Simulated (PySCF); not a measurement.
**C4H8P, charge −1, SMILES `C=C[P-]CC`: what the electrons do**

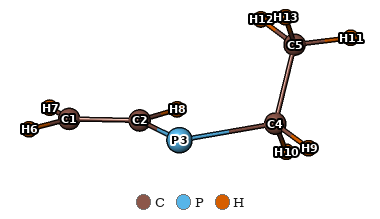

The molecule, with its atoms numbered as below. No frequency check shows the geometry to be a minimum.

Coordinates in Å:

```
C1      -2.4982    0.5412    0.0689
C2      -1.1952    0.4085   -0.2311
P3      -0.1473   -0.9516    0.1759
C4       1.4533   -0.2351   -0.5080
C5       2.0664    0.8552    0.3607
H6      -3.0308   -0.2091    0.6305
H7      -3.0693    1.4046   -0.2500
H8      -0.7184    1.2065   -0.8006
H9       2.1524   -1.0742   -0.5901
H10      1.2758    0.1464   -1.5203
H11      2.9977    1.2340   -0.0743
H12      1.3680    1.6837    0.4682
H13      2.2757    0.4628    1.3544
```

Part 1: Bonding charge

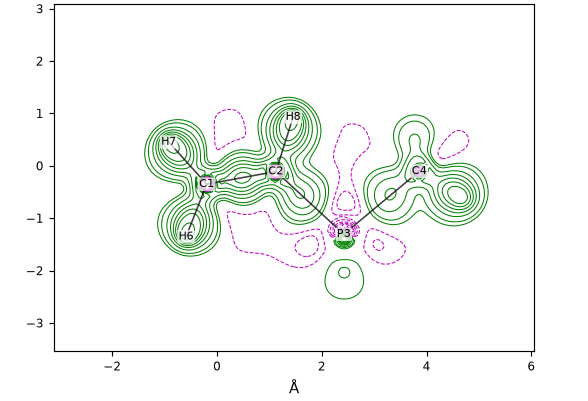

Deformation density (molecule less spherical, spin-averaged free atoms) in the plane of C1, C2, P3, C4, H6, H7 and H8; contours at ±0.05 to ±0.8 e/Å³; solid green lines: gain, dashed magenta lines: loss.

Method: PBE0/6-311+G**; geometry: GFN2-xTB; program: PySCF. The highest occupied Kohn–Sham orbital has positive energy, a self-interaction fault of such functionals for anions.

Question: How much density has each bond in this plane gained at its critical point, relative to the free atoms?

Answer: C1–H6: +0.67 e/Å³ at the bond critical point (bond length 1.08 Å). C2–H8: +0.67 e/Å³ at the bond critical point (bond length 1.09 Å). C1–C2: +0.65 e/Å³ at the bond critical point (bond length 1.34 Å). C1–H7: +0.65 e/Å³ at the bond critical point (bond length 1.08 Å). C2–P3: +0.14 e/Å³ at the bond critical point (bond length 1.76 Å). P3–C4: +0.11 e/Å³ at the bond critical point (bond length 1.88 Å); up to 0.6 Å beside the axis the gain reaches +0.32 e/Å³. In all, 3.3 electrons gather in the regions of gain relative to the promolecule of neutral atoms (this includes the anion's extra charge). A small or negative value marks a very polar bond, one between electron-rich atoms, whose free-atom densities already overlap strongly, a long bond to a heavier atom, or a closed-shell contact such as a hydrogen bond.

Question: Where do the Hirshfeld charges lie?

Answer: The highest Hirshfeld charge is on H12 (+0.02 e), the lowest on P3 (−0.32 e).

Part 2: Bond critical points

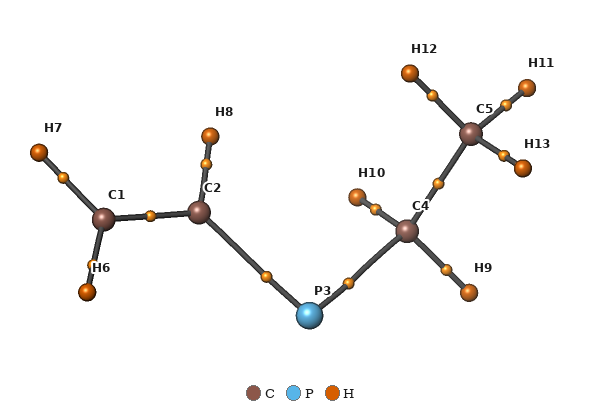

Molecular graph of the electron density (QTAIM): bond paths, bond critical points (orange), ring points (yellow, if any); weak paths are dashed.

Question: How many critical points of each kind are there, and does the count close?

Answer: 13 nuclei, 12 bond, 0 ring and 0 cage critical points: 13 − 12 + 0 − 0 = 1, as the Poincaré–Hopf relation requires.

Question: What does the calculation give at each kind of bond critical point?

Answer:
```tsv
bond	length (Å)	ρ (a.u.)	∇²ρ (a.u.)	ε	H (a.u.)
C1–C2	1.344	0.330	−0.95	0.30	−0.368
C1–H6	1.078	0.277	−0.93	0.05	−0.280
C5–H12	1.089	0.275	−0.92	0.01	−0.275
C5–H13	1.089	0.275	−0.92	0.01	−0.275
C2–H8	1.090	0.272	−0.90	0.01	−0.269
C1–H7	1.083	0.272	−0.89	0.06	−0.273
C4–H9	1.095	0.270	−0.88	0.02	−0.267
C4–H10	1.096	0.269	−0.87	0.02	−0.265
C5–H11	1.095	0.268	−0.88	0.00	−0.267
C4–C5	1.523	0.241	−0.54	0.01	−0.196
C2–P3	1.765	0.162	+0.15	0.43	−0.148
P3–C4	1.882	0.141	−0.10	0.27	−0.128
```

Question: What kind of interaction is P3–C4?

Answer: Shared-shell (covalent): ρ = 0.141, ∇²ρ = −0.10, H = −0.128 a.u. Its ellipticity of 0.27 shows that the density isn't cylindrical about the bond.

Part 3: Electrostatic potential

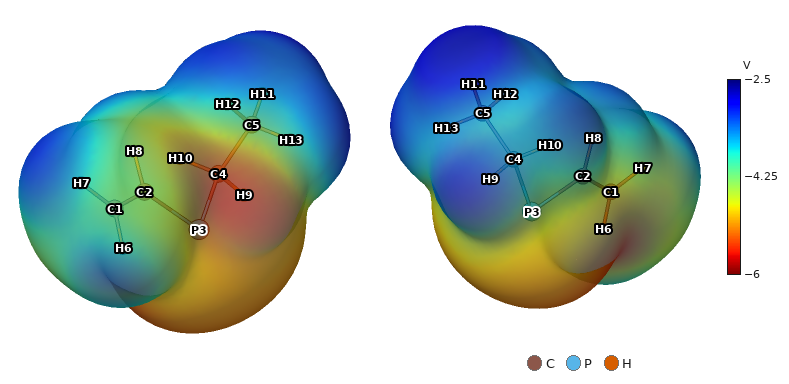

Electrostatic potential on the surface of electron density 0.001 a.u. (back view left, front view right).

Question: Where are the extremes of the potential on the surface?

Answer: Highest: −2.71 V, 1.5 Å from H11. Further maxima include −3.04 V, 1.4 Å from H13; −3.08 V, 1.4 Å from H7. Lowest: −5.53 V, near C2 (2.31 Å), C1 (2.47 Å), P3 (2.51 Å) and H6 (2.51 Å). Further minima include −3.60 V, near H12 (1.67 Å), H8 (1.84 Å) and H10 (1.88 Å). The surface is sampled at points, so like sites can differ by a few per cent and only the strongest of them is named.

Question: What volume does the surface enclose?

Answer: About 151 Å³.

Part 4: Removing or adding an electron

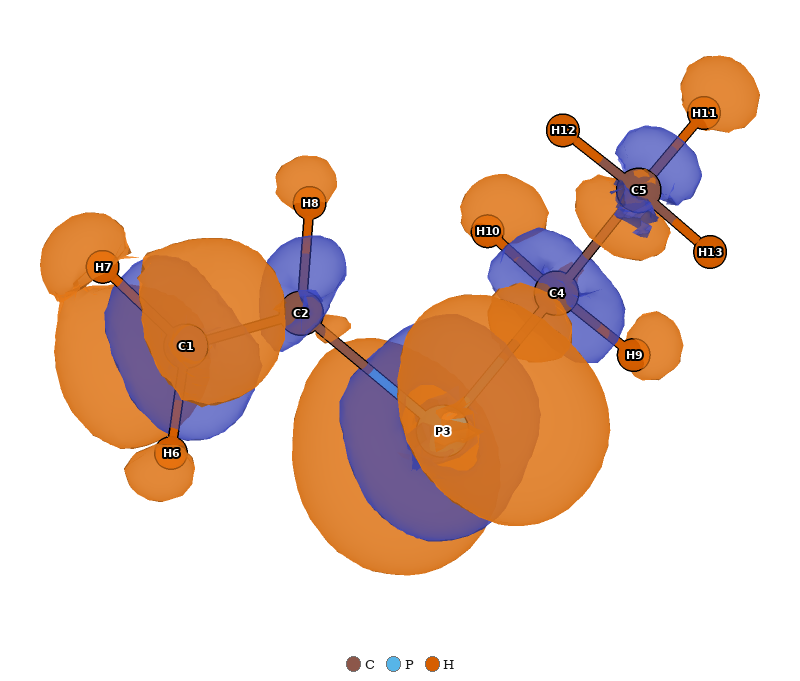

Fukui function f⁻ = ρ(N) − ρ(N−1) at fixed geometry, surfaces at ±0.02 e/Å³ (orange positive, blue negative).

Level of theory: B3LYP/def2-SVPD (PySCF), at a geometry from GFN2-xTB. The highest occupied Kohn–Sham orbital has positive energy, a self-interaction fault of such functionals for anions.

Question: On which atoms does the density change most on removal of an electron?

Answer: f⁻ (Hirshfeld-condensed) is largest on P3 (0.41); the vertical detachment energy is 0.93 eV (the stability of the neutral species's solution wasn't checked). Condensed values hint at sites of electrophilic attack but needn't mark the atom that reacts. Orbital relaxation makes it negative in places (0.21 e in all).
